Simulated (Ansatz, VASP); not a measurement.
**MgGaPSe: VASP beside Ansatz**

Aim: how closely do two programs agree when they are given the same cell, functional and k mesh? The cell is invented: As first built, before any earlier steps moved the atoms: it takes the ZnGaPS structure with some of its atoms replaced by other elements, volume scaled by an estimate. It may not be a known or stable phase. The cell comes out of earlier VASP steps on this material, which relaxed, scaled or displaced it; both programs get it as it stands.

Main program and level: Ansatz 0.2.0; plane waves, with VASP 6.6.1 beside it; zone-centre phonons at PBEsol with D3(BJ).

### Step 1. Starting point

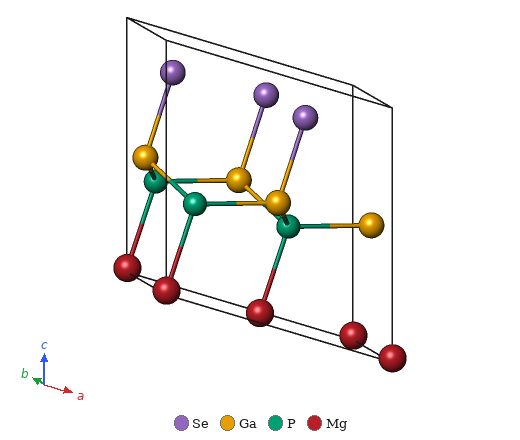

The cell as given, slightly off an axis (selenium purple, gallium orange, phosphorus teal, magnesium red). This picture shows the conventional cell, with its axes. Bonds to atoms that aren't drawn are left out. Some periodic images of atoms are drawn too.

As a file:

```
Se Ga P Mg
1.0
     3.39579   -1.96057    0.00027
     3.39579    1.96057    0.00027
    -2.26131    0.00000    6.69373
Se Ga P Mg
1 1 1 1
Direct
  0.61644 0.61644 0.85927
  0.49530 0.49530 0.49286
  0.12781 0.12781 0.39022
  0.00218 0.00218 0.01677
```

### Step 2. VASP: zone-centre phonons, PBEsol with D3(BJ)

Second derivatives magnify differences that forces hide, and they need a tight electronic threshold.

Lines of VASP's logs that name or quote its potential files are left out, and so is its time.

INCAR reads:

```
SYSTEM = MgGaPSe
PREC = Accurate
ENCUT = 400
EDIFF = 1E-08
NELM = 100
ISMEAR = -1
SIGMA = 0.05
LREAL = .FALSE.
ALGO = Normal
GGA = PS
IVDW = 12
NBANDS = 19
LORBIT = 11
LWAVE = .FALSE.
LCHARG = .FALSE.
KPAR = 2
IBRION = 6
NFREE = 2
POTIM = 0.015
ISIF = 2
NSW = 1
```

POSCAR reads:

```
MgGaPSe
1.0
    3.3957904926     -1.9605671365      0.0002746655
    3.3957904926      1.9605671365      0.0002746655
   -2.2613127420      0.0000000000      6.6937267810
Se Ga P Mg
1 1 1 1
Direct
    0.6164393817      0.6164393817      0.8592685506
    0.4952956285      0.4952956285      0.4928603086
    0.1278096726      0.1278096726      0.3902155306
    0.0021781652      0.0021781652      0.0167696102
```

KPOINTS reads:

```
Automatic mesh
0
Gamma
7 7 4
0 0 0
```

The projector-augmented-wave data sets are Se, Ga_d, P and Mg (PBE family, release 64).

Command:

```console
mpirun -np 2 vasp_std
```

Numbers of over 12 decimals in the logs are rounded to 6 here.

What it wrote:

```text
[banner, memory and clock lines left out]
running    2 mpi-ranks, on    1 nodes
 distrk:  each k-point on    1 cores,    2 groups
 distr:  one band on    1 cores,    1 groups

 POSCAR found type information on POSCAR SeGaP Mg
 POSCAR found :  4 types and       4 ions
|                                                                             |
|               ----> ADVICE to this user running VASP <----                  |
|                                                                             |
|     You enforced a specific xc type in the INCAR file but a different       |
|     [... a line on the potential file left out ...]
|     I HOPE YOU KNOW WHAT YOU ARE DOING!                                     |
|                                                                             |

 LDA part: xc-table for (Slater+PW92), standard interpolation
 POSCAR, INCAR and KPOINTS ok, starting setup
 FFT: planning ... GRIDC
 FFT: planning ... GRID_SOFT
 FFT: planning ... GRID
 WAVECAR not read
 entering main loop
       N       E                     dE             d eps       ncg     rms          rms(c)
DAV:   1     0.138672851255E+03    0.13867E+03   -0.10347E+04  2292   0.129E+03
DAV:   2    -0.305548132347E+01   -0.14173E+03   -0.13608E+03  2559   0.295E+02
DAV:   3    -0.177329874762E+02   -0.14678E+02   -0.14559E+02  2790   0.882E+01
DAV:   4    -0.181375658853E+02   -0.40458E+00   -0.40382E+00  3038   0.156E+01
DAV:   5    -0.181447918378E+02   -0.72260E-02   -0.72237E-02  2752   0.183E+00    0.507E+00
DAV:   6    -0.175547401709E+02    0.59005E+00   -0.10640E+00  3521   0.168E+01    0.323E+00
DAV:   7    -0.174713849238E+02    0.83355E-01   -0.44132E-01  2702   0.354E+00    0.128E+00
DAV:   8    -0.174691877415E+02    0.21972E-02   -0.28094E-02  2836   0.210E+00    0.260E-01
DAV:   9    -0.174695087422E+02   -0.32100E-03   -0.29018E-03  3118   0.781E-01    0.126E-01
DAV:  10    -0.174695351972E+02   -0.26455E-04   -0.31287E-04  2683   0.123E-01    0.642E-02
DAV:  11    -0.174696049692E+02   -0.69772E-04   -0.64787E-05  2557   0.685E-02    0.251E-02
DAV:  12    -0.174696113651E+02   -0.63959E-05   -0.11266E-05  2717   0.242E-02    0.817E-03
DAV:  13    -0.174696115030E+02   -0.13788E-06   -0.22209E-06  2991   0.105E-02    0.188E-03
DAV:  14    -0.174696115194E+02   -0.16382E-07   -0.34250E-07  2835   0.619E-03    0.796E-04
DAV:  15    -0.174696115618E+02   -0.42365E-07   -0.58981E-08  2543   0.147E-03    0.611E-04
DAV:  16    -0.174696115378E+02    0.23992E-07   -0.58962E-09  1721   0.581E-04    0.426E-04
DAV:  17    -0.174696115377E+02    0.70941E-10   -0.20741E-09  1350   0.349E-04
   1 F= -.18580642E+02 E0= -.18580642E+02  d E =-.695587E-08
[... from here on, the cycles between the ionic steps are left out ...]
   2 F= -.18579911E+02 E0= -.18579911E+02  d E =-.697620E-08
   3 F= -.18579891E+02 E0= -.18579891E+02  d E =-.697663E-08
  17 F= -.18579586E+02 E0= -.18579586E+02  d E =-.746398E-08
  18 F= -.18579542E+02 E0= -.18579542E+02  d E =-.681126E-08
  19 F= -.18579544E+02 E0= -.18579544E+02  d E =-.719331E-08
  20 F= -.18579988E+02 E0= -.18579988E+02  d E =-.697117E-08
  21 F= -.18579904E+02 E0= -.18579904E+02  d E =-.697809E-08
  22 F= -.18579946E+02 E0= -.18579946E+02  d E =-.697410E-08
  23 F= -.18579946E+02 E0= -.18579946E+02  d E =-.697411E-08
  24 F= -.18579726E+02 E0= -.18579726E+02  d E =-.779905E-08
 Finite differences progress:
  Degree of freedom:  12/ 12
  Displacement:        1/  2
  Total:              23/ 24
 bond charge predicted
       N       E                     dE             d eps       ncg     rms          rms(c)
DAV:   1    -0.174684604025E+02    0.23381E-03   -0.44620E-02  2280   0.106E+00    0.106E-01
DAV:   2    -0.174685781429E+02   -0.11774E-03   -0.20949E-03  3075   0.260E-01    0.468E-02
DAV:   3    -0.174685395115E+02    0.38631E-04   -0.88641E-05  2733   0.608E-02    0.286E-02
DAV:   4    -0.174685183224E+02    0.21189E-04   -0.73621E-05  2878   0.600E-02    0.106E-02
DAV:   5    -0.174685183486E+02   -0.26182E-07   -0.22602E-05  2942   0.289E-02    0.779E-03
DAV:   6    -0.174685186315E+02   -0.28294E-06   -0.47956E-06  2493   0.128E-02    0.459E-03
DAV:   7    -0.174685185502E+02    0.81360E-07   -0.29451E-07  2973   0.338E-03    0.262E-03
DAV:   8    -0.174685185161E+02    0.34094E-07   -0.15732E-07  2658   0.228E-03    0.124E-03
DAV:   9    -0.174685185192E+02   -0.31505E-08   -0.31862E-08  2498   0.121E-03
  25 F= -.18579546E+02 E0= -.18579546E+02  d E =-.629300E-08
 Finite differences progress:
  Degree of freedom:  12/ 12
  Displacement:        2/  2
  Total:              24/ 24
```

Parts of OUTCAR (step 2):

```text
ion  position               nearest neighbor table
   1  0.616  0.616  0.859-   2 2.45   4 2.50   4 2.50   4 2.50
   2  0.495  0.495  0.493-   3 2.37   3 2.37   3 2.37   1 2.45
   3  0.128  0.128  0.390-   2 2.37   2 2.37   2 2.37   4 2.50
   4  0.002  0.002  0.017-   1 2.50   1 2.50   1 2.50   3 2.50

  LATTYP: Found a base centered monoclinic cell.
 ALAT       =     6.7915810074
 B/A-ratio  =     0.5773522054
 C/A-ratio  =     1.0403136265
 COS(beta)  =    -0.3199789895

 Subroutine GETGRP returns: Found  2 space group operations
 (whereof  2 operations were pure point group operations)

The static configuration has the point symmetry C_1h.

 Found     60 irreducible k-points:

   k-points           NKPTS =     60   k-points in BZ     NKDIM =     60   number of bands    NBANDS=     19

   dimension x,y,z NGX =    28 NGY =   28 NGZ =   48
   dimension x,y,z NGXF=    56 NGYF=   56 NGZF=   96

   ENCUT  =  400.0 eV  29.40 Ry    5.42 a.u.   6.39  6.39 11.52*2*pi/ulx,y,z

   NELECT =      26.0000    total number of electrons

 k-points in reciprocal lattice and weights: Automatic mesh
   0.00000000  0.00000000  0.00000000       0.005
   0.14285714 -0.00000000 -0.00000000       0.020
   0.28571429 -0.00000000  0.00000000       0.020
   0.42857143 -0.00000000  0.00000000       0.020
   0.14285714  0.14285714  0.00000000       0.010
   0.28571429  0.14285714  0.00000000       0.020
   0.42857143  0.14285714  0.00000000       0.020
  -0.42857143  0.14285714 -0.00000000       0.020
  -0.28571429  0.14285714  0.00000000       0.020
[...]
0.42857143  0.42857143  0.50000000       0.010
  -0.42857143  0.42857143  0.50000000       0.010

 Edisp (eV)   -1.11103

 average (electrostatic) potential at core
       1 -54.1643       2 -66.6088       3 -84.4307       4 -37.3999

 E-fermi :   3.6474

 k-point     1 :       0.0000    0.0000    0.0000
  band No.  band energies     occupation
    ...
      9       2.0056      2.00000
     10       2.0061      2.00000
     11       2.6457      2.00000
     12       2.8380      2.00000
     13       2.8385      2.00000
     14       4.3895      0.00000
     15       5.9602      0.00000
     16       7.4948      0.00000
     17       7.4957      0.00000
     18       8.0111      0.00000
    ...

 k-point     2 :       0.1429   -0.0000   -0.0000
  band No.  band energies     occupation
    ...
      9       0.9181      2.00000
     10       1.4870      2.00000
     11       1.8036      2.00000
     12       2.5065      2.00000
     13       2.5152      2.00000
[...]
17       8.1847      0.00000
     18       8.3506      0.00000
    ...

 k-point     3 :       0.2857   -0.0000    0.0000
  band No.  band energies     occupation
    ...
      9      -0.5049      2.00000
     10       0.0222      2.00000
     11       1.3889      2.00000
     12       1.9854      2.00000
     13       2.0253      2.00000
     14       5.6827      0.00000
     15       7.0715      0.00000
     16       7.4357      0.00000
     17       8.8407      0.00000
     18       9.3680      0.00000
    ...

 Edisp (eV)   -1.11103

  Total       0.08246     0.07768    -0.07797     0.00000     0.00000     0.00083
  in kB       1.48222     1.39636    -1.40153     0.00000     0.00000     0.01500
  external pressure =        0.49 kB  Pullay stress =        0.00 kB

  energy-cutoff  :      400.00
  volume of cell :       89.13
      direct lattice vectors                 reciprocal lattice vectors
     3.395790493 -1.960567136  0.000274666     0.147237098 -0.255028247  0.049740471
     3.395790493  1.960567136  0.000274666     0.147237098  0.255028247  0.049740471
    -2.261312742  0.000000000  6.693726781    -0.000012083  0.000000000  0.149389527

 POSITION                                       TOTAL-FORCE (eV/Angst)
 -----------------------------------------------------------------------------------
      2.24352      0.00000      5.75205         0.001087      0.000000     -0.040208
      2.24933      0.00000      3.29934         0.000840      0.000000     -0.031706
     -0.01437      0.00000      2.61207        -0.004229      0.000000     -0.066119
     -0.02313      0.00000      0.09725         0.002302      0.000000      0.138033
 -----------------------------------------------------------------------------------
    total drift:                                0.000617     -0.000000      0.000528

  FREE ENERGIE OF THE ION-ELECTRON SYSTEM (eV)
  ---------------------------------------------------
  free  energy   TOTEN  =       -18.5795463769 eV

  energy  without entropy=      -18.5795463706  energy(sigma->0) =      -18.57954637

 Eigenvectors and eigenvalues of the dynamical matrix
 ----------------------------------------------------

   1 f  =   11.137563 THz    69.979371 2PiTHz  371.509106 cm-1    46.061238 meV
             X         Y         Z           dx          dy          dz
      2.243523  0.000000  5.752048    -0.001813   -0.000000   -0.044671
      2.249329  0.000000  3.299344     0.004665    0.000000    0.027423
     -0.014370  0.000000  2.612066    -0.008559   -0.000000   -0.644991
     -0.023128  0.000000  0.112252     0.005109    0.000000    0.762309

   2 f  =   10.254660 THz    64.431928 2PiTHz  342.058634 cm-1    42.409846 meV
             X         Y         Z           dx          dy          dz
      2.243523  0.000000  5.752048    -0.006983   -0.000000    0.001005
      2.249329  0.000000  3.299344     0.545186    0.000000   -0.000865
     -0.014370  0.000000  2.612066    -0.837482   -0.000000    0.006210
     -0.023128  0.000000  0.112252     0.035332    0.000000   -0.007649

   3 f  =   10.246646 THz    64.381573 2PiTHz  341.791304 cm-1    42.376702 meV
             X         Y         Z           dx          dy          dz
      2.243523  0.000000  5.752048     0.000000   -0.006885   -0.000000
      2.249329  0.000000  3.299344    -0.000000    0.545177    0.000000
     -0.014370  0.000000  2.612066     0.000000   -0.837561   -0.000000
     -0.023128  0.000000  0.112252    -0.000000    0.035010    0.000000

   4 f  =    9.020287 THz    56.676137 2PiTHz  300.884397 cm-1    37.304894 meV
             X         Y         Z           dx          dy          dz
      2.243523  0.000000  5.752048    -0.488364    0.000000    0.000366
      2.249329  0.000000  3.299344    -0.015828    0.000000   -0.000218
     -0.014370  0.000000  2.612066     0.030613   -0.000000    0.003265
     -0.023128  0.000000  0.112252     0.871945   -0.000000   -0.003772

   5 f  =    9.016567 THz    56.652760 2PiTHz  300.760294 cm-1    37.289507 meV
             X         Y         Z           dx          dy          dz
      2.243523  0.000000  5.752048    -0.000000   -0.488362   -0.000000
      2.249329  0.000000  3.299344    -0.000000   -0.015556   -0.000000
     -0.014370  0.000000  2.612066     0.000000    0.030337   -0.000000
     -0.023128  0.000000  0.112252     0.000000    0.871975   -0.000000

   6 f  =    7.736347 THz    48.608899 2PiTHz  258.056744 cm-1    31.994944 meV
             X         Y         Z           dx          dy          dz
      2.243523  0.000000  5.752048     0.000205    0.000000    0.252024
      2.249329  0.000000  3.299344    -0.000406    0.000000    0.481047
     -0.014370  0.000000  2.612066    -0.000230   -0.000000   -0.639770
     -0.023128  0.000000  0.112252     0.000173   -0.000000   -0.543849

   7 f  =    6.778872 THz    42.592908 2PiTHz  226.118827 cm-1    28.035149 meV
             X         Y         Z           dx          dy          dz
      2.243523  0.000000  5.752048     0.000942    0.000000   -0.739595
      2.249329  0.000000  3.299344    -0.000697    0.000000    0.653544
     -0.014370  0.000000  2.612066    -0.001429   -0.000000    0.149425
     -0.023128  0.000000  0.112252     0.000738   -0.000000    0.059563

   8 f  =    1.633268 THz    10.262125 2PiTHz   54.479954 cm-1     6.754650 meV
             X         Y         Z           dx          dy          dz
      2.243523  0.000000  5.752048     0.607359    0.000000    0.004065
      2.249329  0.000000  3.299344    -0.604909   -0.000000    0.001187
     -0.014370  0.000000  2.612066    -0.384377   -0.000000    0.002550
     -0.023128  0.000000  0.112252     0.342680    0.000000    0.000886

   9 f  =    1.626099 THz    10.217084 2PiTHz   54.240837 cm-1     6.725004 meV
             X         Y         Z           dx          dy          dz
      2.243523  0.000000  5.752048     0.000000   -0.609804    0.000000
      2.249329  0.000000  3.299344    -0.000000    0.602612    0.000000
     -0.014370  0.000000  2.612066    -0.000000    0.382875    0.000000
     -0.023128  0.000000  0.112252     0.000000   -0.344100    0.000000

  10 f/i=    0.005768 THz     0.036244 2PiTHz    0.192415 cm-1     0.023856 meV
             X         Y         Z           dx          dy          dz
      2.243523  0.000000  5.752048     0.000000    0.624174    0.000000
      2.249329  0.000000  3.299344     0.000000    0.582580    0.000000
     -0.014370  0.000000  2.612066     0.000000    0.388558    0.000000
     -0.023128  0.000000  0.112252     0.000000    0.346453    0.000000

  11 f/i=    0.006560 THz     0.041218 2PiTHz    0.218818 cm-1     0.027130 meV
             X         Y         Z           dx          dy          dz
      2.243523  0.000000  5.752048     0.429840   -0.000000    0.450998
      2.249329  0.000000  3.299344     0.401859   -0.000000    0.423041
     -0.014370  0.000000  2.612066     0.267998   -0.000000    0.282736
     -0.023128  0.000000  0.112252     0.238574   -0.000000    0.250407

  12 f/i=    0.015844 THz     0.099548 2PiTHz    0.528485 cm-1     0.065524 meV
             X         Y         Z           dx          dy          dz
      2.243523  0.000000  5.752048    -0.455851    0.000000    0.429034
      2.249329  0.000000  3.299344    -0.418443    0.000000    0.402189
     -0.014370  0.000000  2.612066    -0.279361    0.000000    0.268993
     -0.023128  0.000000  0.112252    -0.253159    0.000000    0.238305

 ELASTIC MODULI CONTR FROM IONIC RELAXATION (kBar)
 Direction    XX          YY          ZZ          XY          YZ          ZX
 --------------------------------------------------------------------------------
 XX        -289.6379     81.2922    157.0218     -0.0000      0.0000   -161.2235
 YY          81.2922   -290.6938    156.3669      0.0000     -0.0000    162.7424
 ZZ         157.0218    156.3669   -267.9867      0.0000     -0.0000      0.5577
 XY          -0.0000      0.0000      0.0000   -186.0625    162.1131     -0.0000
 YZ           0.0000     -0.0000     -0.0000    162.1131   -148.6367      0.0000
 ZX        -161.2235    162.7424      0.5577     -0.0000      0.0000   -149.6162
 --------------------------------------------------------------------------------

 total charge
# of ion       s       p       d       tot
------------------------------------------
    1        1.436   2.525   0.018   3.978
    2        0.862   0.792  10.014  11.668
    3        1.017   1.510   0.000   2.527
    4        0.185   0.164   0.038   0.387
--------------------------------------------------
tot          3.499   4.991  10.070  18.560

[... 3 further parts left out ...]
```

(Part 1 of 2 ends here.)

[Lines on the potential files, build, host, timing and source positions are cut from VASP's logs without a mark.]

[Logs are printed without paths, hosts, clocks, repeated set-up lines and the standing remarks that a program may print on its own settings, such as how far it seeks lower states.]

[Hosts, paths, dates, database ids (printed as entryN), source tags and the programs' standing remarks are cut or masked in the printed files.]
